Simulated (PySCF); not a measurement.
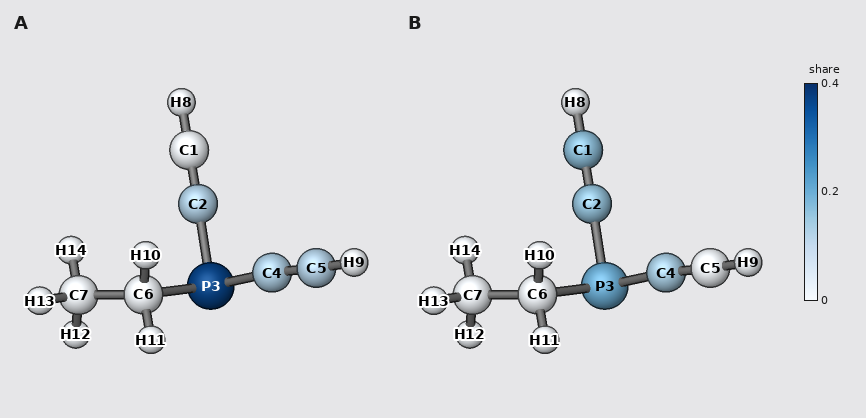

Each panel colours the atoms by their Löwdin share in one orbital (up to four of the largest shares; other atoms are shown as zero). The computed structure is the end point of a GFN2-xTB optimisation. No frequency run is at hand to confirm it as a minimum. Level of theory: B3LYP/def2-SVPD (PySCF 2.14.0).

Question: The panels show the HOMO, LUMO, in some order. Which is which?

Answer: A: HOMO, −6.80 eV; P3 0.37, C4 0.12, C2 0.12, C5 0.12
B: LUMO, −0.66 eV; P3 0.20, C1 0.16, C2 0.16, C4 0.14

The geometry is semi-empirical. Around P such bond lengths and angles can be off by a tenth of an ångström or more and by several degrees, and values that hang on the shape move with them.
